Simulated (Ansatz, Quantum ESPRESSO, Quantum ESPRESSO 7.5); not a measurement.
## Screening and band shifts of Y2CF2 MXene, 1 layer

Aim: how Y2CF2 MXene, 1 layer screens a field along its normal, and what the field does to its bands.

Program: Quantum ESPRESSO 7.5. Level of theory: plane-wave DFT, PBE, GBRV ultrasoft pseudopotentials (geometry and cross-check by Ansatz 0.2.0 with PAW datasets; geometry under PBE). Results are calculated unless marked as measured.

### 1. The starting structure

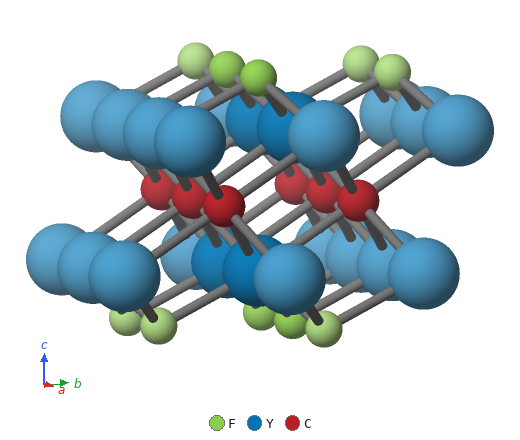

Start, viewed from the side, with the c axis up; fluorine green, yttrium blue, carbon red. 2×1×1 cells are drawn. Some periodic images of atoms are drawn too.

The cell holds 5 atoms: 2 F, 2 Y and 1 C. Its edges and angles: a = 3.478 Å, b = 3.478 Å, c = 21.905 Å, α = 90.0°, β = 90.0°, γ = 120.0°. It derives from Y2CF2. Vacuum lies along c.

### 2. Geometry from Ansatz

The geometry comes first, from a plane-wave PAW code, so that the later runs on this slab share one structure.

Input file input.yaml:

```yaml
crystal:
  lattice:
    - [3.47776, 0.0, 0.0]
    - [-1.73888, 3.0118285083, 0.0]
    - [0.0, 0.0, 21.9048287096]
  atoms:
    - { symbol: F, position: [0.3333333333, 0.6666666667, 0.3880422948] }
    - { symbol: "Y", position: [0.6666666667, 0.3333333333, 0.4373548427] }
    - { symbol: C, position: [0.0, 0.0, 0.5] }
    - { symbol: "Y", position: [0.3333333333, 0.6666666667, 0.5626451573] }
    - { symbol: F, position: [0.6666666667, 0.3333333333, 0.6119577052] }
kpoints:
  mp_grid: { grid: [12, 12, 1] }
hamiltonian:
  xc: pbe
scf:
  occupations: { method: fermi_dirac, width: 0.05 }
  convergence: { dr2_threshold: 1.0e-08 }
efield:
  axis: 3
  dipole_correction: true
  ramp_position: 0.97
  ramp_width: 0.04
relax:
  f_tol: 0.01
  cell: { fix: [c, alpha, beta] }
output:
  write_potential: true
  write_density: true
  volumetric_format: npy
```

Command:

```console
$ ansatz run input.yaml --threads 4 --pin off --max-ram 8192MiB --backend cpu --events-out ev --progress --plain --runs-dir out
```

Numbers of over 12 decimals in the logs are rounded to 6 here.

Output:

```text
Warning: relax.cell: scf.convergence.dr2_threshold = 1e-8 eV is looser than the 5e-10 eV advised for a relaxation that steers and ends on the stress (1e-10 eV for each atom of the cell: 5). What an SCF threshold leaves in a stress goes as its square root, and in the free energy as the threshold itself, and one threshold admits the most on a small cell: [figures from the program's tests cut] Set scf.convergence.dr2_threshold to 5e-10 eV or tighter. The threshold is an SCF's pass mark: one that does not reach it within its budget of iterations ends unconverged, or closes short of it on a stop that the run arms, and scf.convergence.dr2_threshold's page says what that costs each kind of run
Engine: ansatz 0.2.0, aarch64-unknown-linux-gnu
Pseudopotentials: kind: paw
Pseudopotential: F, paw, valence charge 7, recommended cutoff 420 eV (normal), F.paw.azcp
Pseudopotential: Y, paw, valence charge 11, recommended cutoff 420 eV (normal), Y.paw.azcp
Pseudopotential: C, paw, valence charge 4, recommended cutoff 420 eV (normal), C.paw.azcp
Functional definition: PBE
  parameter kappa = 0.804
  parameter beta = 0.066725
  exchange = pbe_x(kappa = kappa, mu = beta*pi^2/3)
  correlation = pbe_c(beta = beta)
Crystal: 5 atoms, lattice volume = 229.440 Å³
Basis set: ecut = 420 eV, 4495 PW (Γ), exchange–correlation on 48×48×300 points (8 copies of the dense FFT grid, shifted against one another)
Bands: 25, of which v1, the nominal top of the filled ones, is band 20 counted from 1 (19 counted from 0)
Symmetry: 6 space group operations
k-points: 19 of 144 (time reversal used)
Non-local potential: F, projectors of the file, l = 0: 2, l = 1: 2, l = 2: 1
Non-local potential: Y, projectors of the file, l = 0: 3, l = 1: 2, l = 2: 2, l = 3: 1
Non-local potential: C, projectors of the file, l = 0: 2, l = 1: 2, l = 2: 1
PAW form: soft (Blöchl's): semilocal exchange-correlation on the pseudo side does not see the compensation charge
PAW one-centre angular grid: F, 110 points (default); XC on 64 Gauss nodes
PAW one-centre angular grid: Y, 590 points (default); XC on 64 Gauss nodes
PAW one-centre angular grid: C, 110 points (default); XC on 64 Gauss nodes
Initial density: superposition of atomic densities (neutral atoms: chi_scale 0, normalization atom), corrected by the library's trained network
Initial wavefunctions: pseudopotential atomic-orbital guess
Functional: x = pbe(κ = 0.804, μ = 0.219515), c = pbe(β = 0.066725)
SCF iter   1: F=—  HF=-9571.215187 eV  |F-HF|=—  |Δ(HF+E_count)|=         —  Δρ=3.09e-3  dr2=2.60e-2  ethr=1.77e-3  p=-0.000 e·Å  D=-3.43e-5 V/Å  ΔV_dip=0.00 eV  dr2_dipole=6.69e-9  V_vac-E_F(+/−)=2.58/2.58 eV  ⟨swp⟩=6.7  Hψ=2467  notcnv=0
efield: sawtooth ramp at fractional position 0.9700 (set: `efield.ramp_position`, or a place that a band, a saddle search or an elastic batch's reference lends), width 0.0400; the density the first Hamiltonian is built on has a dipole p = -0.000 e·Å; the dipole correction subtracts the counter field D = -3.43e-5 V/Å, which shifts the + side's vacuum level by +0.00 eV against the − side's; the planar-averaged density in the ramp window peaks in size at 1.6e-5 e/Å³
preconditioner: auto → none  [insulator: Δε(μ)=0.956 eV  Ē_g=14.768 eV  σ=0.050 eV  W_gap=1.00  n_scr=14 (ndim 8)  ℏωp=13.9 eV  f_vac=0.667  D(μ)=0.00/eV (n_scr^D=0)  ε∞_Penn≈1.9]
SCF iter   2: F=—  HF=-9571.214406 eV  |F-HF|=—  |Δ(HF+E_count)|=   7.81e-4  Δρ=2.22e-3  dr2=2.22e-2  ethr=6.49e-5  p=0.000 e·Å  D=1.71e-5 V/Å  ΔV_dip=-0.00 eV  dr2_dipole=2.89e-8  V_vac-E_F(+/−)=2.93/2.93 eV  ⟨swp⟩=2.6  Hψ=995  notcnv=0  defer=10
SCF iter   3: F=—  HF=-9571.210503 eV  |F-HF|=—  |Δ(HF+E_count)|=   3.90e-3  Δρ=1.07e-3  dr2=2.23e-3  ethr=5.54e-5  p=-0.000 e·Å  D=-4.04e-5 V/Å  ΔV_dip=0.00 eV  dr2_dipole=5.36e-8  V_vac-E_F(+/−)=2.82/2.82 eV  ⟨swp⟩=2.0  Hψ=733  notcnv=0  defer=10
SCF iter   4: F=—  HF=-9571.210251 eV  |F-HF|=—  |Δ(HF+E_count)|=   2.52e-4  Δρ=3.98e-4  dr2=2.36e-4  ethr=5.58e-6  p=0.000 e·Å  D=1.19e-4 V/Å  ΔV_dip=-0.00 eV  dr2_dipole=7.11e-7  V_vac-E_F(+/−)=2.91/2.91 eV  ⟨swp⟩=2.0  Hψ=661  notcnv=0  defer=10
SCF iter   5: F=—  HF=-9571.210251 eV  |F-HF|=—  |Δ(HF+E_count)|=   5.38e-7  Δρ=9.11e-5  dr2=3.04e-5  ethr=5.90e-7  p=-0.000 e·Å  D=-2.90e-4 V/Å  ΔV_dip=0.01 eV  dr2_dipole=4.12e-6  V_vac-E_F(+/−)=2.95/2.94 eV  ⟨swp⟩=2.0  Hψ=638  notcnv=0  defer=10
SCF iter   6: F=—  HF=-9571.210308 eV  |F-HF|=—  |Δ(HF+E_count)|=   5.70e-5  Δρ=6.94e-5  dr2=1.06e-4  ethr=7.59e-8  p=0.001 e·Å  D=7.06e-4 V/Å  ΔV_dip=-0.02 eV  dr2_dipole=2.43e-5  V_vac-E_F(+/−)=2.94/2.96 eV  ⟨swp⟩=2.2  Hψ=788  notcnv=0  defer=10
SCF iter   7: F=—  HF=-9571.210302 eV  |F-HF|=—  |Δ(HF+E_count)|=   6.02e-6  Δρ=2.26e-5  dr2=1.49e-6  ethr=7.59e-8  p=-0.000 e·Å  D=-5.52e-5 V/Å  ΔV_dip=0.00 eV  dr2_dipole=1.46e-7  V_vac-E_F(+/−)=2.96/2.96 eV  ⟨swp⟩=2.2  Hψ=599  notcnv=0  defer=10
SCF iter   8: F=—  HF=-9571.210344 eV  |F-HF|=—  |Δ(HF+E_count)|=   4.16e-5  Δρ=6.89e-6  dr2=5.98e-8  ethr=3.73e-9  p=-0.000 e·Å  D=-3.51e-6 V/Å  ΔV_dip=0.00 eV  dr2_dipole=5.27e-10  V_vac-E_F(+/−)=2.96/2.96 eV  ⟨swp⟩=2.8  Hψ=753  notcnv=0  defer=11
SCF iter   9: F=-9571.210345 eV  HF=-9571.210345 eV  |F-HF|=6.28e-10  |Δ(HF+E_count)|=   1.00e-6  Δρ=1.71e-6  dr2=4.03e-9  ethr=2.50e-11  p=0.000 e·Å  D=7.71e-7 V/Å  ΔV_dip=-0.00 eV  dr2_dipole=2.77e-11  V_vac-E_F(+/−)=2.96/2.96 eV  ⟨swp⟩=10.3  Hψ=3532  notcnv=0
SCF 1 converged in 9 iterations: F = -9571.210345 eV  dr2 = 4.03e-9
  greatest PAW one-centre occupation: 0.993 electrons in one spin orbital (limit 2), on the Y atom at site 1 (counted from 0), in its partial waves of l = 0
relax step   1: F+E_penalty+E_count = -9571.21034478 eV  Δ(F+E_penalty+E_count) = +0.000e0 eV  max|allowed force component| = 9.986e-1 eV/Å  Δτ_max = 0.0000 Å  P = +3.321 GPa  Ω = 229.440 Å³  fix = [c, alpha, beta]  reactions: c +2.209 GPa  (9 SCF iters, accepted)
Crystal: 5 atoms, lattice volume = 244.568 Å³
Basis set: ecut = 420 eV, 4675 PW (Γ), exchange–correlation on 48×48×300 points (8 copies of the dense FFT grid, shifted against one another)
Initial density: handed on by an earlier stage of this run
Initial wavefunctions: those handed on with the density
iter 1 solved again at ethr=1.22e-3 eV; its pass at ethr=3.10e-3 eV (dr2=4.88e-1 eV) is discarded
SCF iter   1: F=—  HF=-9571.535924 eV  |F-HF|=—  |Δ(HF+E_count)|=         —  Δρ=9.18e-3  dr2=5.07e-1  ethr=1.22e-3  p=0.000 e·Å  D=7.73e-7 V/Å  ΔV_dip=-0.00 eV  dr2_dipole=5.48e-10  V_vac-E_F(+/−)=2.40/2.40 eV  ⟨swp⟩=1.0  Hψ=2829  notcnv=0
[...]
relax step   4: F+E_penalty+E_count = -9571.42874566 eV  Δ(F+E_penalty+E_count) = -2.678e-2 eV  max|allowed force component| = 4.050e-2 eV/Å  Δτ_max = 0.0329 Å  P = -0.109 GPa  Ω = 242.085 Å³  energy of the carried Pulay correction = -9.371e-3 eV  fix = [c, alpha, beta]  reactions: c -0.124 GPa  (10 SCF iters, accepted)
[...]
relax step   5: F+E_penalty+E_count = -9571.42931683 eV  Δ(F+E_penalty+E_count) = -5.712e-4 eV  max|allowed force component| = 3.227e-3 eV/Å  Δτ_max = 0.0015 Å  P = -0.017 GPa  Ω = 241.595 Å³  energy of the carried Pulay correction = -9.017e-3 eV  fix = [c, alpha, beta]  reactions: c -0.056 GPa  (7 SCF iters, accepted)
[...]
relax step   6: F+E_penalty+E_count = -9571.44269531 eV  Δ(F+E_penalty+E_count) = -1.338e-2 eV  max|allowed force component| = 3.792e-3 eV/Å  Δτ_max = 0.0000 Å  P = +0.088 GPa  Ω = 241.595 Å³  fix = [c, alpha, beta]  reactions: c +0.009 GPa  stress off target by 1.28e-1 GPa on what of the cell is left free  SCF on the basis re-selected at this cell (its energy is not comparable with the rows above)  (7 SCF iters)
[...]
relax step   7: F+E_penalty+E_count = -9571.44249643 eV  Δ(F+E_penalty+E_count) = +1.989e-4 eV  max|allowed force component| = 3.131e-4 eV/Å  Δτ_max = 0.0020 Å  P = +0.006 GPa  Ω = 242.238 Å³  energy of the carried Pulay correction = -4.683e-4 eV  fix = [c, alpha, beta]  reactions: c -0.002 GPa  (7 SCF iters, accepted)
iter 1 solved again at ethr=5.02e-8 eV; its pass at ethr=3.10e-3 eV (dr2=2.01e-5 eV) is discarded
SCF iter   1: F=—  HF=-9571.442981 eV  |F-HF|=—  |Δ(HF+E_count)|=         —  Δρ=1.37e-5  dr2=7.96e-8  ethr=5.02e-8  p=-0.000 e·Å  D=-1.12e-6 V/Å  ΔV_dip=0.00 eV  dr2_dipole=7.08e-11  V_vac-E_F(+/−)=3.68/3.68 eV  ⟨swp⟩=4.2  Hψ=3947  notcnv=0
efield: sawtooth ramp at fractional position 0.9700 (set: `efield.ramp_position`, or a place that a band, a saddle search or an elastic batch's reference lends), width 0.0400; the density the first Hamiltonian is built on has a dipole p = -0.000 e·Å; the dipole correction subtracts the counter field D = -1.12e-6 V/Å, which shifts the + side's vacuum level by +0.00 eV against the − side's; the planar-averaged density in the ramp window peaks in size at 2.2e-7 e/Å³
preconditioner: auto → none  [insulator: Δε(μ)=1.138 eV  Ē_g=16.153 eV  σ=0.050 eV  W_gap=1.00  n_scr=14 (ndim 8)  ℏωp=14.3 eV  f_vac=0.663  D(μ)=0.00/eV (n_scr^D=0)  ε∞_Penn≈1.8]
SCF iter   2: F=—  HF=-9571.442955 eV  |F-HF|=—  |Δ(HF+E_count)|=   2.59e-5  Δρ=6.73e-6  dr2=6.15e-8  ethr=1.99e-10  p=0.000 e·Å  D=4.02e-6 V/Å  ΔV_dip=-0.00 eV  dr2_dipole=7.47e-10  V_vac-E_F(+/−)=3.68/3.68 eV  ⟨swp⟩=3.0  Hψ=970  notcnv=0
SCF iter   3: F=—  HF=-9571.442959 eV  |F-HF|=—  |Δ(HF+E_count)|=   3.95e-6  Δρ=3.87e-6  dr2=1.67e-8  ethr=1.54e-10  p=-0.000 e·Å  D=-7.41e-6 V/Å  ΔV_dip=0.00 eV  dr2_dipole=2.61e-9  V_vac-E_F(+/−)=3.68/3.68 eV  ⟨swp⟩=2.0  Hψ=665  notcnv=0
SCF iter   4: F=—  HF=-9571.442963 eV  |F-HF|=—  |Δ(HF+E_count)|=   3.62e-6  Δρ=2.79e-6  dr2=7.70e-8  ethr=2.50e-11  p=0.000 e·Å  D=1.89e-5 V/Å  ΔV_dip=-0.00 eV  dr2_dipole=1.70e-8  V_vac-E_F(+/−)=3.68/3.68 eV  ⟨swp⟩=13.0  Hψ=3622  notcnv=0  recentre
SCF iter   5: F=-9571.442965 eV  HF=-9571.442963 eV  |F-HF|=1.47e-6  |Δ(HF+E_count)|=   4.66e-7  Δρ=1.51e-6  dr2=2.67e-9  ethr=2.50e-11  p=-0.000 e·Å  D=-3.03e-6 V/Å  ΔV_dip=0.00 eV  dr2_dipole=4.42e-10  V_vac-E_F(+/−)=3.68/3.68 eV  ⟨swp⟩=6.9  Hψ=3133  notcnv=0
SCF 8 converged in 5 iterations: F = -9571.442965 eV  dr2 = 2.67e-9
relax step   8: F+E_penalty+E_count = -9571.44296471 eV  Δ(F+E_penalty+E_count) = -4.683e-4 eV  max|allowed force component| = 2.641e-4 eV/Å  Δτ_max = 0.0000 Å  P = +0.007 GPa  Ω = 242.238 Å³  fix = [c, alpha, beta]  reactions: c -0.002 GPa  stress off target by 1.20e-2 GPa on what of the cell is left free  SCF on the basis re-selected at this cell (its energy is not comparable with the rows above)  (5 SCF iters)
basis re-selected at this cell: Δ(F+E_penalty+E_count) = -4.683e-4 eV, ΔP = +0.002 GPa vs the last step (what re-selecting the basis moved, of the pressure what is left beyond the Pulay correction that the steps carried, after the strain that the cell walked since its last selection, with what the two solves' SCF thresholds leave and, on support functions, any second-order correction that the steps lacked; it is no m [...]
WARN: The output density's exchange-correlation potential varies sharply where the density is thin. Do not read a vacuum level from v_tot or v_xc, or from such a field of the output density. On a cell that repeats whose density bears no net charge and no dipole along the vacuum's axis use v_es (v_loc + v_h of the components); under efield.dipole_correction with no amplitude use v_es + v_field, which holds any externa [...]
SCF converged after 5 iterations
Free energy (F): -9571.442965 eV
Harris-Foulkes:  -9571.442963 eV  (|F-HF|=1.47e-6)
Internal energy: -9571.442963 eV  (E = F + TS)
E sigma→0 (E₀):  -9571.442964 eV
Entropy (-TS):   -0.000001 eV (-0.000 meV/atom)
Fermi energy:    0.756734 eV
Dipole field:    D = 0.000023 V/Å  (p = 0.000030 e·Å, saw-weighted, corrected)
Work function:   Φ+ = 3.6826 eV   Φ− = 3.6831 eV
Levels:          The Fermi level and band energies are counted from a zero that moves with the ramp; work functions are not
--- Per-component energies (eV) ---
  E_band       = -603.522880
  E_kinetic    = 1113.246370
  E_local      = -26042.715036  (includes V_loc(G=0)·N_el)
  E_nonlocal   = 272.290645
  E_hartree    = 12481.989210
  E_xc         = -557.388885
  E_vxc        = -666.216513  (∫ρ·V_xc dr)
  E_paw        = -6150.091350  (= ΣΔE_a)
  E_vpaw       = -244.111006  (= ΣTr[D̂ρ^β])
  E_aug_tail   = 0.004129  (compensation charges beyond the density's cutoff)
  E_efield     = 0.000000  (sawtooth field / dipole correction)
  E_vefield    = -0.000199  (∫n·V_field dr)
  E_ewald      = 9311.221954
  E_smearing   = -0.000001  (= −TS)
  E_closure    = 0.000000  (closes the sum)
  Σ components = -9571.442965   (vs F -9571.442965, Δ=0.00e0)
--- Forces (eV/Å), atoms counted from 1 ---
  atom   1  F      0.00000000     0.00000000     0.00023466
  atom   2  Y      0.00000000     0.00000000     0.00023903
  atom   3  C      0.00000000    -0.00000000    -0.00007367
  atom   4  Y     -0.00000000    -0.00000000    -0.00016854
  atom   5  F      0.00000000    -0.00000000    -0.00027229
  max |Σ_I F_I| component: 4.08e-5 eV/Å
--- Stress (GPa, compression-positive) ---
        0.011957       0.000000       0.000000
        0.000000       0.011957      -0.000000
        0.000000      -0.000000      -0.001600
  P = ⅓ Tr σ = 0.0074 GPa (0.074 kbar)
--- Band table (eV; the first three rows and the last of 19) ---
  k-point 0: bands = [... 16 lower, -5.3896, -1.3069, 0.1691, 0.1691, 2.9646, 3.1415, 3.3170, 3.3170, ... 1 higher]
  k-point 1: bands = [... 16 lower, -5.3444, -1.2207, -0.0463, 0.1426, 2.9715, 3.1169, 3.3129, 3.4497, ... 1 higher]
  k-point 2: bands = [... 16 lower, -5.3049, -1.0176, -0.4904, 0.0850, 2.5516, 3.2756, 3.5542, 3.7470, ... 1 higher]
  k-point 18: bands = [... 16 lower, -5.3251, -1.0546, -1.0545, -0.4379, 3.1581, 4.1147, 4.1147, 4.8074, ... 1 higher]
--- Relaxed structure (6 steps of the walk, 5 accepted, 2 SCFs on fresh bases) ---
  F+E_penalty+E_count = -9571.44296471 eV   max|allowed force component| = 2.641e-4 eV/Å   (the final SCF, on the basis selected at the relaxed cell)
  cell:  # Å, volume = 242.2379 Å³
    - [3.573434, 0, 0]
    - [-1.786717, 3.094685, 0]
    - [0, 0, 21.9048287096]
  atoms:
    - { symbol: F, position: [0.333333, 0.666667, 0.383855] }
    - { symbol: Y, position: [0.666667, 0.333333, 0.437354] }
    - { symbol: C, position: [0, 0, 0.500000] }
    - { symbol: Y, position: [0.333333, 0.666667, 0.562646] }
    - { symbol: F, position: [0.666667, 0.333333, 0.616145] }
```

Run time: 29 s. Hardware: 4 threads of Arm Neoverse V1, shared host; peak memory 0.53 GiB.

The steps of the relaxation:

| step | energy less that of the first step (eV) | largest force component (eV/Å) | pressure (GPa) | volume (Å³) |
| --- | --- | --- | --- | --- |
| 1 | 0.0000 | 0.9986 | 3.32 | 229.44 |
| 2 | -0.1916 | 0.4895 | -0.98 | 244.57 |
| 3 | -0.1440 | 0.9633 | 0.12 | 247.43 |
| 4 | -0.2184 | 0.0405 | -0.11 | 242.08 |
| 5 | -0.2190 | 0.0032 | -0.02 | 241.60 |
| 6* | -0.2324 | 0.0038 | 0.09 | 241.60 |
| 7 | -0.2322 | 0.0003 | 0.01 | 242.24 |
| 8* | -0.2326 | 0.0003 | 0.01 | 242.24 |

Relaxation steps marked * repeat the geometry before them on a plane-wave basis chosen anew for their cell, so energy and pressure can jump there. Relaxation step 3 was tried and not accepted.

Forces are held to the 6 operations that the run works with; a distortion that breaks them can't arise in this run.

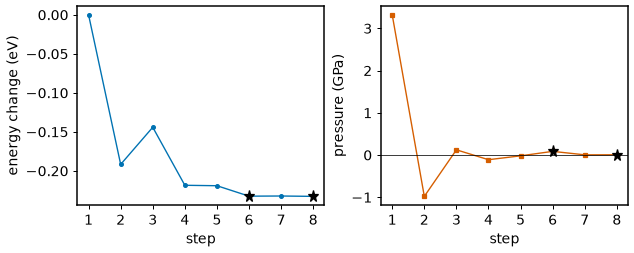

Energy and pressure along the relaxation. Stars mark steps on a basis chosen anew.

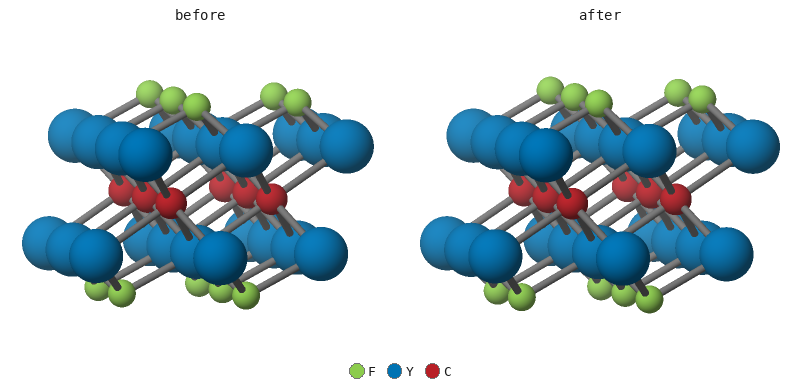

Before and after, at one scale.

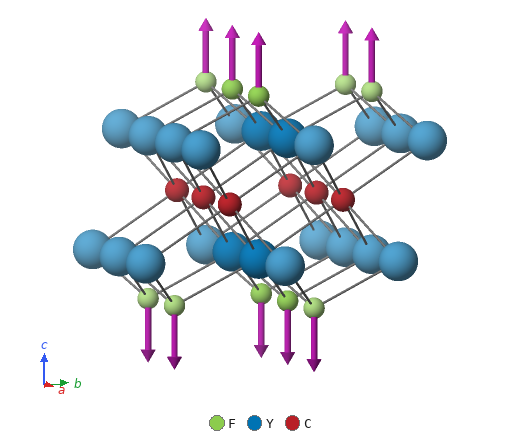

Displacements in the relaxation, exaggerated, measured against the changing cell; the longest in the cell stands for 0.09 Å. 2×1×1 cells are drawn. Some periodic images of atoms are drawn too.

| cell as run | before | after | change |
| --- | --- | --- | --- |
| a (Å) | 3.478 | 3.573 | +2.8 % |
| b (Å) | 3.478 | 3.573 | +2.8 % |

The atoms that moved most (Å, along periodic axes as changes of fractional coordinates times the final cell, across vacuum about the mean position):

| atom | dx | dy | dz | length |
| --- | --- | --- | --- | --- |
| F5 | 0.000 | 0.000 | 0.092 | 0.092 |
| F1 | 0.000 | 0.000 | -0.092 | 0.092 |

Final coordinates:

```xyz
5
Lattice="3.5734 0.0000 0.0000 -1.7867 3.0947 0.0000 0.0000 0.0000 21.9048" Properties=species:S:1:pos:R:3
F     0.0000    2.0631    8.4083
Y     1.7867    1.0316    9.5802
C     0.0000    0.0000   10.9524
Y     0.0000    2.0631   12.3247
F     1.7867    1.0316   13.4966
```

Numbers from this step:

```
free energy                                                      : -9571.4430 eV
Fermi energy                                                     : 0.7567 eV
gap by band count                                                : 1.138 eV
symmetry operations                                              : 6
dipole along the normal                                          : 3.04e-5 e·Å
vacuum level at the upper face over a Fermi level inside the gap : 3.683 eV
vacuum level at the lower face over a Fermi level inside the gap : 3.683 eV
```

(Part 1 of 6 ends here.)

[Logs are printed without paths, hosts, clocks, repeated set-up lines and the standing remarks that a program may print on its own settings, such as how far it seeks lower states.]

[Hosts, paths, dates, database ids (printed as entryN), source tags and the programs' standing remarks are cut or masked in the printed files.]

[Maps of the electrostatic potential energy from Ansatz leave out the sawtooth potential of an applied field or a dipole correction, so their vacuum need not be flat; planar profiles and work functions include it.]
